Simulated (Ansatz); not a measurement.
Reaction (SMILES): CO (CH3-OH) + [H][H] (H2) → C (CH4) + O (H2O)
B3LYP-D3(BJ)/def2-TZVP geometries, fixed; electronic energies without zero-point terms.

Basis-set convergence of the energy of full hydrogenation at PBE0 with Ansatz (an electronic-structure program). All functions are spherical. The program fits the integrals of some runs and decomposes those of others, by size. No added dispersion term, no relativity. Functions are those of the species that has most. Reference: the value in aug-pcseg-3, -30.48 kcal/mol, itself unsure by roughly 0.08 kcal/mol (its mean distance from aug-cc-pVQZ, cc-pV5Z, def2-QZVPPD). Deviations are taken from unrounded values.

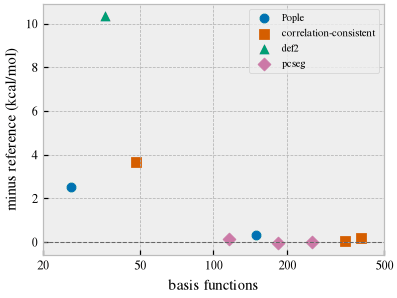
Figure: Deviation from the reference against the number of basis functions, by family of sets.

```tsv
basis	functions	energy of full hydrogenation (kcal/mol)	minus reference (kcal/mol)
6-31G	26	-27.96	2.52
def2-SV(P)	36	-20.12	10.36
cc-pVDZ	48	-26.84	3.64
pcseg-2	116	-30.36	0.12
6-311++G(3df,3pd)	150	-30.18	0.30
aug-pcseg-2	184	-30.55	-0.07
pcseg-3	252	-30.46	0.02
aug-cc-pVQZ	344	-30.44	0.04
cc-pV5Z	402	-30.31	0.17
```
